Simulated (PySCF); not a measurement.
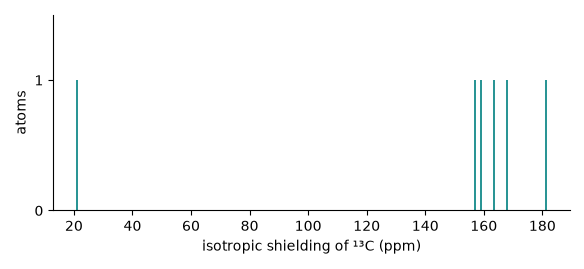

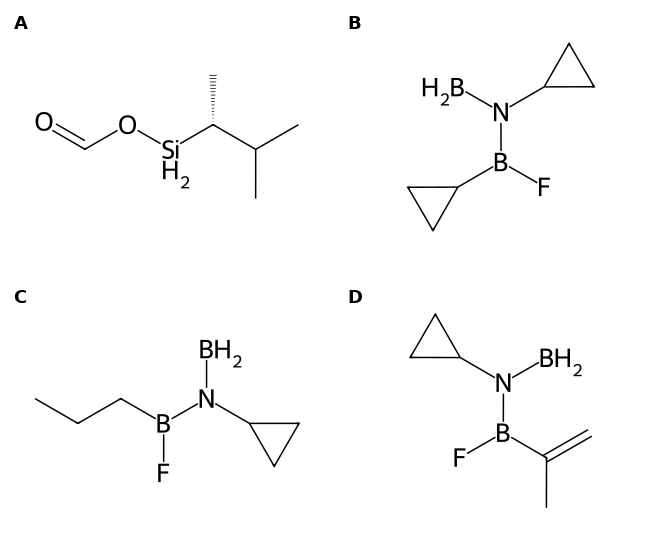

The sticks are computed shieldings of one of the molecules, for one fixed geometry (GFN2-xTB) without averaging over rotations. Low shielding means a high chemical shift. Method: GIAO PBE0/pcSseg-1 NMR shielding, non-relativistic, gas phase (PySCF 2.14.0).

**Match the spectrum to a structure.**

A, `CC(C)[C@@H](C)[SiH2]OC=O`. Its 6 C atoms give lines at 20.9, 157.0, 159.2, 163.6, 167.8, 181.3 ppm.

The geometry is semi-empirical. Around B, Si such bond lengths and angles can be off by a tenth of an ångström or more and by several degrees, and values that hang on the shape move with them.
